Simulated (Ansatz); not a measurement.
F3HOSi···SiH4

| atom | x (Å) | y (Å) | z (Å) |
| --- | --- | --- | --- |
| Si | -0.6536 | -1.9712 | -0.2276 |
| Si | 0.4160 | 2.1657 | 0.1470 |
| F | -0.8543 | -3.0499 | -1.3847 |
| F | -1.3826 | -2.5167 | 1.0893 |
| F | -1.3995 | -0.6089 | -0.6393 |
| H | 1.0363 | 1.0233 | 0.9089 |
| O | 0.9525 | -1.7405 | -0.0207 |
| H | 1.1568 | 3.4123 | 0.5178 |
| H | 0.5487 | 1.8995 | -1.3179 |
| H | -1.0219 | 2.2746 | 0.5380 |
| H | 1.2017 | -0.8883 | 0.3892 |

All numbers below come from RKS PBE/6-31G* (Ansatz).

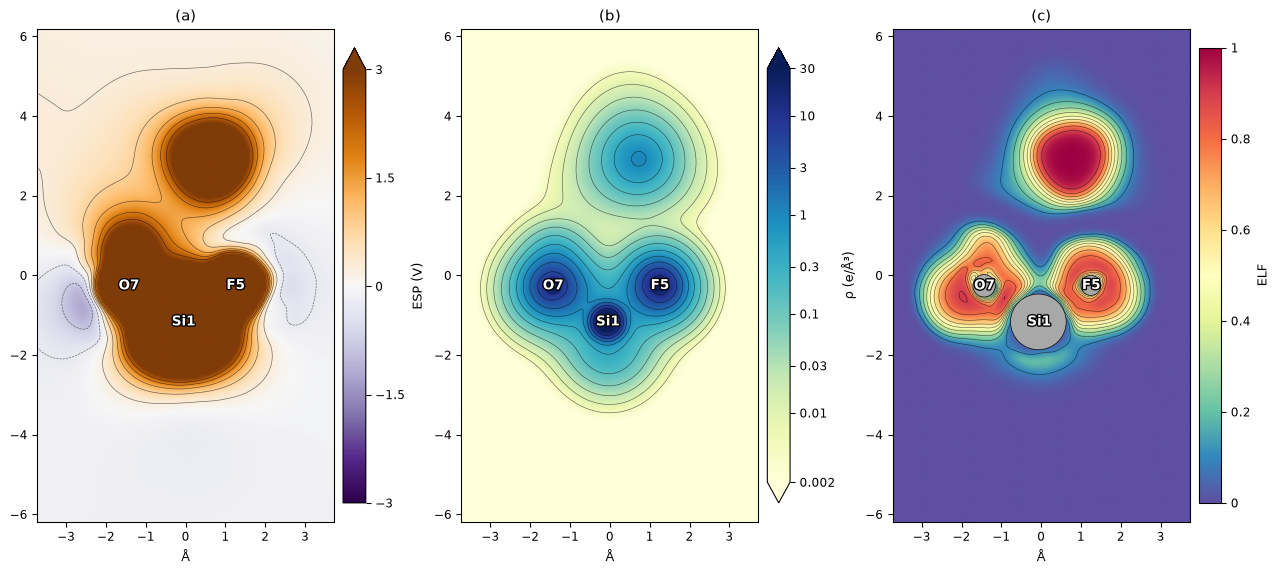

Figure 1. (a) molecular electrostatic potential; (b) total electron density; (c) electron localisation function on the plane of atoms F5, Si1 and O7. Grey discs cover the atomic cores in the ELF map.

Question: Read the bonding off the picture.

Answer: The plane passes through Si, F and O nuclei. Si–F (1.61 Å): ρ at the midpoint is about 1.1 e/Å³; the ELF peaks at about 0.85 in the valence shell of F, 0.5 Å from its nucleus, and is about 0.45 at the midpoint. Si–O (1.64 Å): the density is about 1.2 e/Å³ at the midpoint; the ELF peaks at about 0.90 between the atoms (a polar covalent bond). The ELF also peaks beside O7 and F5, away from the bonds: lone-pair regions. Outside the dense part of the complex the potential is most negative (−1.2 V) near O7.

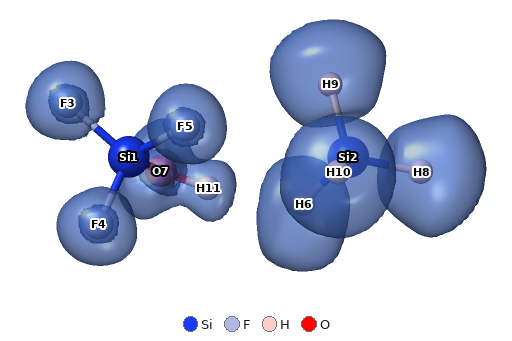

Figure 2. Isosurface of the electron localisation function at 0.75 (blue), seen from one side. Core shells and regions of very low density are left out.

Question: Identify the bonds, lone pairs and shells in this picture.

Answer: At this value the surface marks out four regions around hydrogen nuclei, three regions wrapped around F (its lone pairs, merged into a ring or cap) and one joined region spread over several atoms (H, O), in which their bonds and any lone pairs are merged. Along the contacts the grid gives the following. H6···H11 (1.99 Å): the ELF dips to about 0.05 between them. Si–F (1.59 Å): the ELF peaks at about 0.80 in the valence shell of F, 0.6 Å from its nucleus, and is about 0.45 at the midpoint.

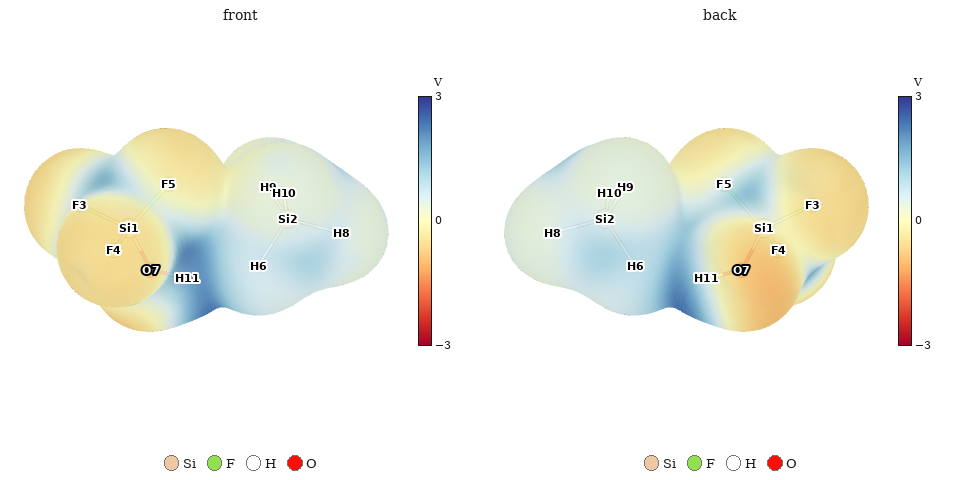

Figure 3. The molecular electrostatic potential painted on the density surface at 0.002 e/bohr³, seen from the front and from behind; the colour scale runs from red (negative) to blue (positive).

Question: Where is the surface potential most negative and most positive?

Answer: The most negative region (about −1.0 V) lies over O7, the most positive (about +2.3 V) over Si1 and H11.

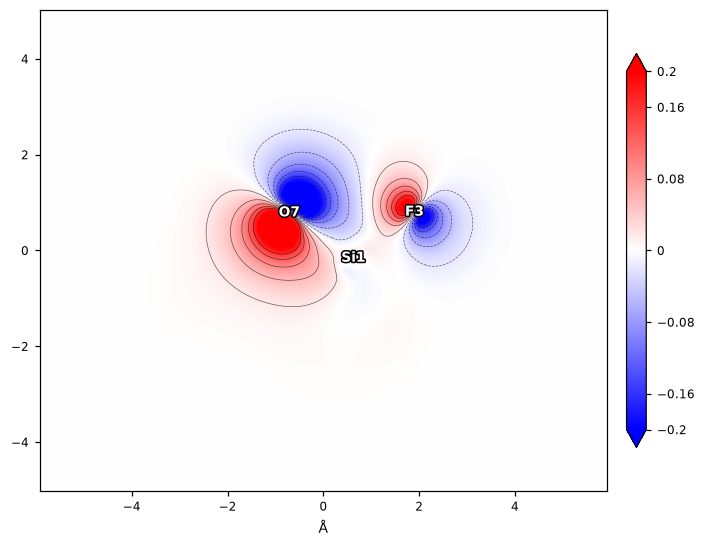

Figure 4. The HOMO on the plane of atoms F3, Si1 and O7 (values in Å⁻³ᐟ²; the overall sign is arbitrary).

Question: Where does this orbital lie, and at what energy?

Answer: Its weight (Hirshfeld) is mainly on O7 (about 75 %) and F4 (about 5 %); largely a lone pair of O7. Its energy is −8.23 eV.
